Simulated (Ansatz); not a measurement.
Si3H5: several calculations on one system

## 1. Relaxation

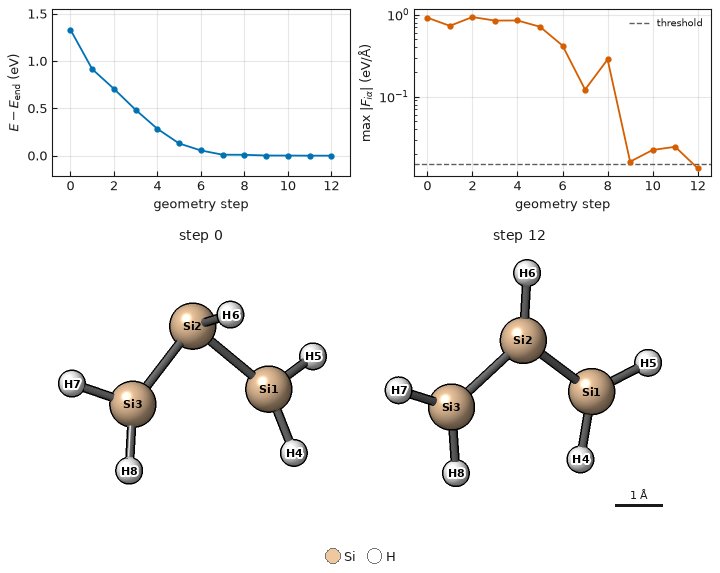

First and last geometry of a relaxation of Si3H5 (charge +1), with the history of the run. A ball-and-stick model, seen at a tilt.

The run prepares an end point of a later path (torsion) calculation, from a guessed geometry.

These are results of RKS PBE/def2-SVP (Ansatz 0.2.0), not measurements.

Input
```yaml
crystal:
  periodic: [false, false, false]
  atoms:
    - { symbol: Si, position_ang: [-1.30826, 0.94143, -0.73981] }
    - { symbol: Si, position_ang: [0.16952, 0.81764, 1.04761] }
    - { symbol: Si, position_ang: [0.97765, -1.3253, 0.65728] }
    - { symbol: H, position_ang: [-1.80833, 0.28718, -1.96439] }
    - { symbol: H, position_ang: [-2.16632, 2.13167, -0.74895] }
    - { symbol: H, position_ang: [1.29897, 1.48751, 0.28494] }
    - { symbol: H, position_ang: [1.77438, -1.88706, 1.75426] }
    - { symbol: H, position_ang: [1.06239, -2.45308, -0.29094] }
total_charge: 1
basis:
  gaussian: { orbitals: def2-SVP }
hamiltonian:
  xc: pbe
relax:
  f_tol: 0.015
  max_steps: 40
```

Command:
```bash
ansatz run input.yaml --threads 1 --pin off --max-ram 2048MiB --backend cpu --events-out ev --progress --plain --runs-dir out
```

> Read the history and describe the run.

It converged. The energy falls by 1.332 eV in 12 geometry steps. Largest force component: 0.92 eV/Å at the start, 0.013 eV/Å at the end. The largest move after the best rigid fit is that of H6, 1.14 Å. By element the largest moves are H 1.14 Å, Si 0.54 Å. Some distances before and after: Si1–Si2 2.323 → 2.218 Å, Si1–H5 1.467 → 1.495 Å, Si2–H6 1.519 → 1.492 Å, Si1–H4 1.476 → 1.495 Å. Bond angles that change, for instance: Si1–Si2–H6 93.6° → 125.6°, Si2–Si1–H4 146.2° → 117.8°, H4–Si1–H5 99.0° → 117.6°. Cost: 21 s on 1 thread of AMD EPYC 7B13 (Zen 3), on a shared host, peak memory 0.16 GiB.

## 2. Relaxation

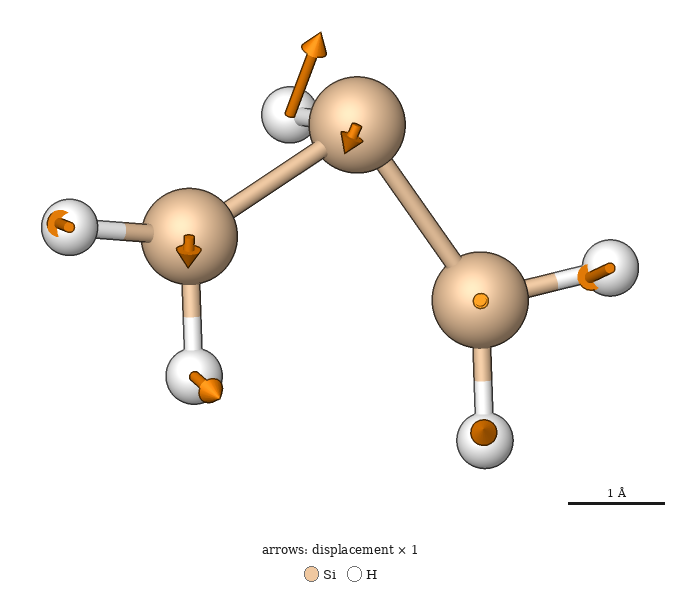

This is a relaxation of Si₃H₅ (charge +1). The starting structure is drawn; orange arrows show the displacements, at their true length. The two geometries are superimposed by the best rigid fit.

A ball-and-stick model, seen at a tilt.

The run prepares an end point of a later path (torsion) calculation, from a guessed geometry.

Method: RKS PBE/def2-SVP (Ansatz). Settings: no spin polarisation; force threshold 0.015 eV/Å; at most 40 steps.

Question: What happened in the run?

Answer: The energy falls by 142.0 kJ/mol in 10 accepted moves (11 points after the start). Largest force component: 0.95 eV/Å at the start, 0.015 eV/Å at the end. The line search rejected the trial step at point 9 of the run. An H atom moves most after the best rigid fit: 1.07 Å. Largest moves by element: H 1.07 Å, Si 0.37 Å. Among the contacts that change: Si–Si 2.323 → 2.221 Å, H–Si 1.467 → 1.495 Å, H–Si 1.519 → 1.494 Å. Bond angles that change, for instance: Si–Si–H 93.6° → 123.1°, Si–Si–H 146.4° → 117.9°, Si–Si–H 146.2° → 124.8°.

## 3. Path

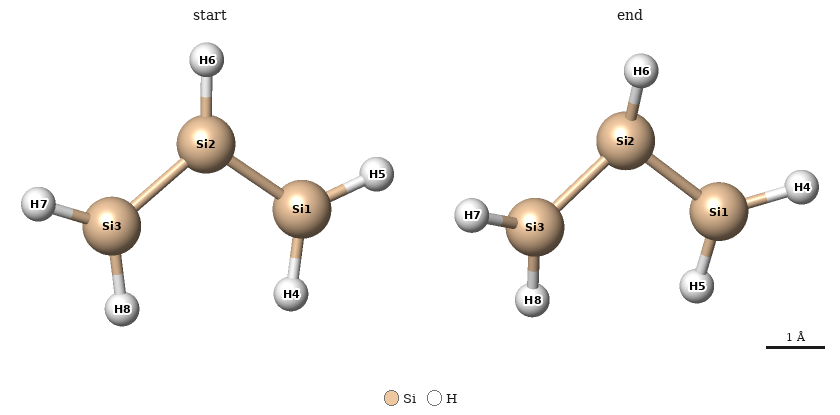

The two relaxed end points of a path for Si3H5 (charge +1). A ball-and-stick model, seen at a tilt.

The calculation used Ansatz, RKS PBE/def2-SVP.

Set-up: 9 movable images; climbing image; force threshold 0.05 eV/Å; iteration limit 60.

Start:
```xyz
8

Si   -1.2740    0.9708   -0.8698
Si    0.3962    0.7529    0.5732
Si    1.0605   -1.3634    0.5813
H    -1.7576   -0.2586   -1.5687
H    -1.9611    2.2606   -1.1830
H     1.0209    1.8621    1.3512
H     2.1950   -1.8917    1.3984
H     0.3200   -2.3326   -0.2825
```

End:
```xyz
8

Si   -1.1986    0.9403   -0.8893
Si    0.2600    0.7577    0.7766
Si    0.9887   -1.3327    0.5997
H    -1.6552    2.2326   -1.4862
H    -1.8674   -0.3048   -1.3764
H     1.1211    1.8892    1.2339
H     2.2659   -1.8454    1.1831
H     0.0855   -2.3369   -0.0413
```

Question: What barrier does the band find between them, and by what path?

Answer: The barrier is about 19.5 kcal/mol in both directions, with image 6 at the top; the ends have nearly the same energy. Image 2 lies below both ends, at −0.4 kcal/mol, which points to an intermediate minimum that so few images don't resolve. The motion is a rotation about the Si1–Si2 bond by about 185°. No bond forms or breaks between the ends. Among the angles between lasting bonds that change up to the highest image: Si1–Si2–H6 125.6° → 96.3°, Si3–Si2–H6 125.6° → 105.5°. The band converged in 14 iterations, with a climbing image at the top. At the top, the vibrational analysis gives one imaginary mode (565i cm⁻¹), as a transition state must have.

Energies of the converged images:

```tsv
image	path (Å)	E (kcal/mol)
0	0.00	0.0
1	0.75	0.0
2	1.51	-0.4
3	2.26	0.6
4	3.01	5.7
5	3.76	13.6
6	4.52	19.5
7	5.27	12.2
8	6.02	3.4
9	6.77	0.0
10	7.52	0.0
```

The geometry at the top of the path:

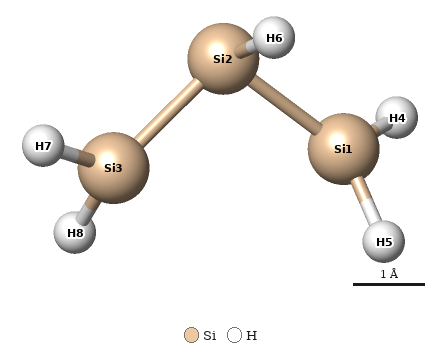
